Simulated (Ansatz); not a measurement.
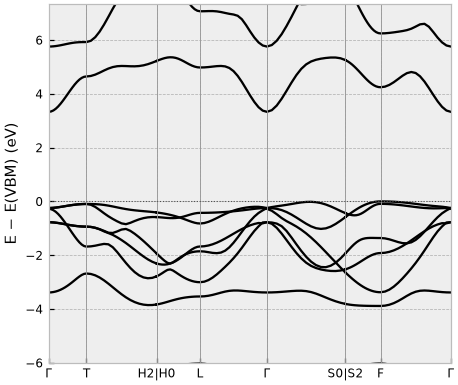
Fig. 1. Band structure from DFT-LDA in the program Ansatz with PAW potentials

Question: Read off the gap and where the band edges lie.

Answer: About 3.3 eV (3.33 eV by a search for the band edges); maximum at F, minimum at Γ.

The material is CdCl₂ in space group R-3m (No. 166; Cd on 3a, Cl on 6c).

The workflow started from a Materials Project entry (that database holds measured and hypothetical structures alike); the Crystallography Open Database files this formula in space group No. 166, but the cells were not matched. Whether it is the stable phase at ambient conditions was not checked. The LDA relaxation kept the symmetry of its start; its stability against distortions is not shown here. A crystal of weakly bound layers computed without a dispersion correction: the cell and the soft elastic constants depend strongly on that. Spin–orbit coupling is left out wherever it is not named.

Potentials: the later of the program's two PAW sets.
